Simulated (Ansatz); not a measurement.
**C2H7NSi (SMILES C=NC[SiH3]) at B3LYP/6-31G(d) (spherical functions)**

What is the electronic atomisation energy of C2H7NSi at B3LYP/6-31G* (spherical functions)? 

The results are computed with Ansatz 0.2.0.

52 further runs of the same task are left out: 52 set aside as unsound or not needed.

**1. The system as given**

C2H7NSi: 11 atoms, total charge 0, spin state singlet. SMILES: `C=NC[SiH3]`. Geometry: relaxed at PBE0-D4/def2-TZVP. This is one conformer, not always the lowest.

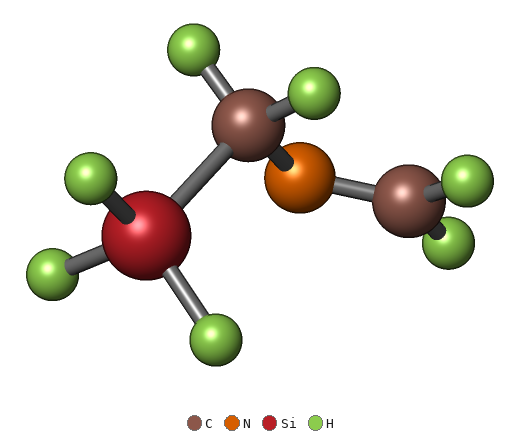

Viewed from a chosen angle; carbon brown, nitrogen orange, silicon red, hydrogen green.

**2. A single-point energy at B3LYP/6-31G(d) (spherical functions)**

job.yaml

```yaml
crystal:
  periodic: [false, false, false]
  atoms:
    - {symbol: C, position_ang: [-0.639400, 1.869300, 0.363900]}
    - {symbol: "N", position_ang: [-0.998600, 0.713100, 0.018000]}
    - {symbol: C, position_ang: [-0.299000, -0.417000, 0.562600]}
    - {symbol: Si, position_ang: [0.706300, -1.257400, -0.802700]}
    - {symbol: H, position_ang: [-1.145900, 2.733500, -0.063200]}
    - {symbol: H, position_ang: [0.166900, 2.059000, 1.086600]}
    - {symbol: H, position_ang: [-1.029900, -1.151400, 0.917900]}
    - {symbol: H, position_ang: [0.365200, -0.161700, 1.404500]}
    - {symbol: H, position_ang: [1.729600, -0.311300, -1.319900]}
    - {symbol: H, position_ang: [-0.179800, -1.683000, -1.914500]}
    - {symbol: H, position_ang: [1.389900, -2.450100, -0.232400]}
basis:
  gaussian: {orbitals: 6-31G_st_-spherical.json}
total_charge: 0
hamiltonian: {xc: {name: B3LYP}}
accuracy: high
output: {orbitals: {seedname: orbitals}}
```

The basis set 6-31G* is read from a file made from the Basis Set Exchange's data (not shown).

On the command line:

```bash
$ ansatz run job.yaml --threads 1 --pin off --max-ram 2610MiB --events-out events.jsonl --progress --plain --runs-dir runs
```

The log of the run:

```text
Warning: RAYON_NUM_THREADS=1 ignored (pool sized by the plan → 1); use --threads N
Functional definition: B3LYP
  name "B3LYP"
  parameter a0 = 0.2
  parameter ax = 0.72
  parameter ac = 0.81
  exchange = (1 - a0 - ax)*slater_x + ax*b88_x + a0*exact_x
  correlation = (1 - ac)*vwn_rpa_c + ac*lyp_c
1816 factors; integrals over basis functions are off by at most 3.9e-9 eV
mean field evaluation 1: about -11549.6440 eV, gradient 4.4e1 eV
mean field evaluation 2: about -11544.4532 eV, gradient 6.4e1 eV
mean field evaluation 4: about -11554.4888 eV, gradient 3.2e0 eV
mean field evaluation 8: about -11554.7409 eV, gradient 2.7e-1 eV
mean field evaluation 16: about -11554.7411 eV, gradient 1.6e-5 eV
mean field -11554.74111976 eV, -424.6289040665 hartree, gradient 7.9e-8 eV, S^2 0.000000; 0 other end points of the search recorded, 0 dependent functions left out
reference -11554.74116104 eV, -424.6289055832 hartree; 20, 20 occupied and 54, 54 virtual orbitals, 1816 factors
Total energy: -11554.74116104 eV, -424.6289055832 hartree
```

It took 7.8 s on 1 thread of Arm Neoverse V1, shared host; peak memory 0.23 GiB.

**3. The C atom, same level**

molecule.yaml

```yaml
crystal:
  periodic: [false, false, false]
  atoms:
    - {symbol: C, position_ang: [0.000000, 0.000000, 0.000000]}
basis:
  gaussian: {orbitals: 6-31G_st_-spherical.json}
hamiltonian: {xc: {name: B3LYP}}
accuracy: high
magnetization: {spin_polarized: true, initial_magnetization: 2}
```

The basis set 6-31G* is read from a file made from the Basis Set Exchange's data (not shown).

Run the same way, it converges to -37.84469 Eh (log not shown).

**4. The H atom at the same level**

input.yaml

```yaml
crystal:
  periodic: [false, false, false]
  atoms:
    - symbol: H
      position_ang: [0.000000, 0.000000, 0.000000]
basis:
  gaussian: {orbitals: "6-31G*"}
magnetization: {spin_polarized: true, initial_magnetization: 1}
hamiltonian: {xc: {name: B3LYP}}
accuracy: high
```

Run the same way, it converges to -0.50027 Eh (log not shown).

**5. The N atom at the same level**

run.yaml

```yaml
crystal:
  periodic: [false, false, false]
  atoms:
    - {symbol: "N", position_ang: [0.000000, 0.000000, 0.000000]}
basis:
  gaussian:
    orbitals: 6-31G_st_-spherical.json
magnetization:
  spin_polarized: true
  initial_magnetization: 3
hamiltonian:
  xc: {name: B3LYP}
accuracy: high
```

The basis set 6-31G* is read from a file made from the Basis Set Exchange's data (not shown).

Run the same way, it converges to -54.58288 Eh (log not shown).

**6. The Si atom**

input.yaml

```yaml
basis:
  gaussian: {orbitals: 6-31G_st_-spherical.json}
crystal:
  periodic: [false, false, false]
  atoms:
    - {symbol: Si, position_ang: [0.000000, 0.000000, 0.000000]}
accuracy: high
hamiltonian: {xc: {name: B3LYP}}
magnetization: {spin_polarized: true, initial_magnetization: 2}
```

The basis set 6-31G* is read from a file made from the Basis Set Exchange's data (not shown).

Run the same way, it converges to -289.36979 Eh (log not shown).

**7. Summary of results**

At B3LYP/6-31G* (spherical functions):

| quantity | value |
| --- | --- |
| molecule: total energy | -424.62891 Eh |
| molecule: HOMO energy | -6.97 eV |
| molecule: LUMO energy | -0.23 eV |
| molecule: HOMO–LUMO gap | 6.74 eV |
| C atom: total energy | -37.84469 Eh |
| C atom: ⟨S²⟩ | 2.002 |
| H atom: total energy | -0.50027 Eh |
| H atom: ⟨S²⟩ | 0.750 |
| N atom: total energy | -54.58288 Eh |
| N atom: ⟨S²⟩ | 3.752 |
| Si atom: total energy | -289.36979 Eh |
| Si atom: ⟨S²⟩ | 2.002 |
| electronic atomisation energy | 40.407 eV |

What this shows: Taking the molecule apart into free atoms costs 40.41 eV (3899 kJ/mol), before zero-point energy and without spin-orbit coupling.
